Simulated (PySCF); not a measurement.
Run report: Li, atomic calculation

Li, configuration 1s2 2s1, multiplicity 2. Computed at this level: unrestricted HF, cc-pVDZ, non-relativistic, point nucleus (PySCF).

The input:
```python
from pyscf import gto, scf, dft, mp, cc
import basis_set_exchange as bse
mol = gto.M(atom="Li 0 0 0", charge=0, spin=1, symmetry="D2h",
            basis=gto.basis.parse(bse.get_basis("cc-pVDZ", elements=["Li"], fmt="nwchem", header=False)))
mf = scf.UHF(mol)
mf.irrep_nelec = {'Ag': (2, 1)}
mf.kernel()
```

The script is an equivalent of what the driver set up; the driver started from orbitals of its own, so the log can be shorter than this script's would be, and it computed the properties (radii, ⟨L²⟩, response) afterwards. It held the occupations shell by shell, which the script's counts by irreducible representation don't always enforce.

Launched within a batch (the task file carries these settings):
```bash
OMP_NUM_THREADS=1 python <driver script> TASK.json OUT
```

The program's output (extracts):
```
damping factor = 0
level_shift factor = 0
DIIS = <class 'pyscf.scf.diis.CDIIS'>
diis_start_cycle = 1
diis_space = 10
diis_damp = 0
SCF conv_tol = 1e-09
SCF conv_tol_grad = None
number electrons alpha = 2  beta = 1
cycle= 1 E= -7.43242052759534  delta_E= -4.63e-12  |g|= 3.53e-07  |ddm|= 1.77e-05
converged SCF energy = -7.43242052759534  <S^2> = 0.75000054  2S+1 = 2.0000005
```

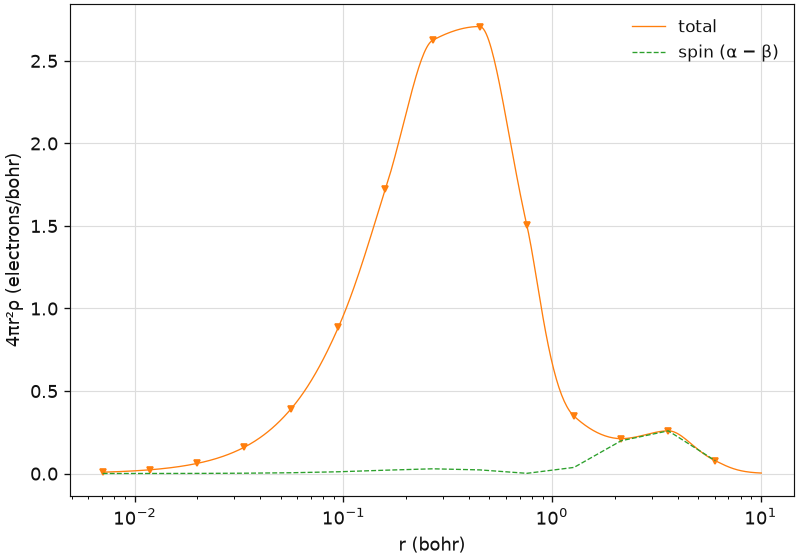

Spherically averaged radial density 4πr²ρ of the mean field and its spin part; markers are the stored points, which are sparse, and the line is a monotone interpolation between them. The largest stored value is 2.71 electrons/bohr at r = 0.45 bohr. Root-mean-square radii of the shells: 1s 0.668, 2s 4.21 bohr.

Summary:

```tsv
quantity	value
outcome	converged
total energy	−7.432421 hartree
kinetic energy	7.432387 hartree
−E/T (1 by the virial theorem at the basis-set limit)	1.0000
⟨S²⟩	0.750
SCF iterations	1
hardware	1 thread of Arm Neoverse N1, 15 GiB of memory available, shared host
```
